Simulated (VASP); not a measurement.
Band structure of Sc (hcp). Level of theory: PBEsol GGA, VASP's PBE PAW potentials (set 64) (plane waves; VASP 6.6.1).

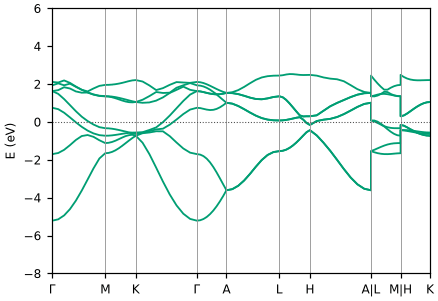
Figure: Bands along high-symmetry lines, zero at the valence-band maximum or, without a gap, the Fermi level

Task: Read the plot: is there a gap, and where are the band edges?

Result: It has no gap at this level: it comes out as a metal or semimetal. (Edges off the drawn lines would not show.)

The compound is Sc in the hcp structure. It was relaxed first, which changed the volume by -5 %.
